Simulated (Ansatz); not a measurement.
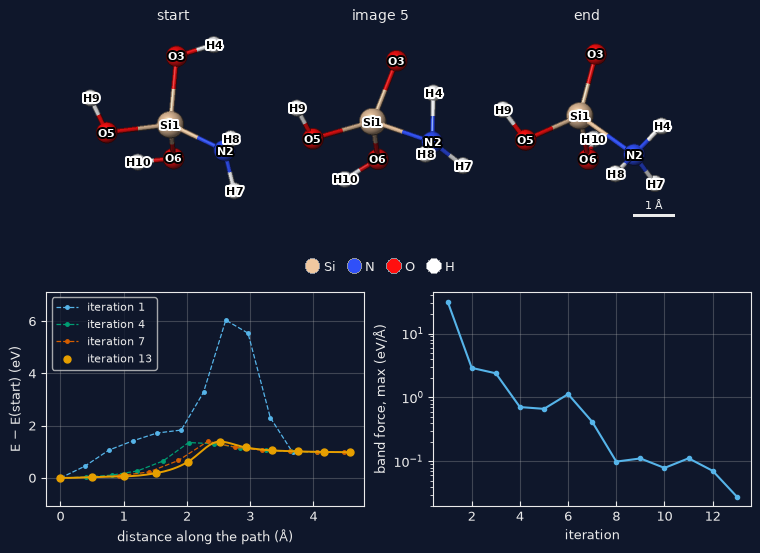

A nudged-elastic-band calculation for SiNH$_{5}$O$_{3}$. Images are numbered from 0 (start) to 10 (end). The plot follows the band through its iterations. A ball-and-stick model, seen at a tilt.

Computed with RKS PBE-D4/def2-SVP (Ansatz). Run with 9 movable images; climbing image; force threshold 0.05 eV/Å; iteration limit 60; starting path through a guess of the saddle point.

Question: Judge this run.

Answer: The result is final at these settings. The band converged in 13 iterations. The largest component of the band force went from 32 to 0.028 eV/Å. The climbing image converged on the top of the path. Its vibrational analysis gives one imaginary mode (1100i cm⁻¹), as a transition state must have. The first iteration put the highest image at 6.04 eV. The highest point, image 5, lies 1.39 eV above the start and 0.41 eV above the end; the end is at +0.99 eV relative to the start.
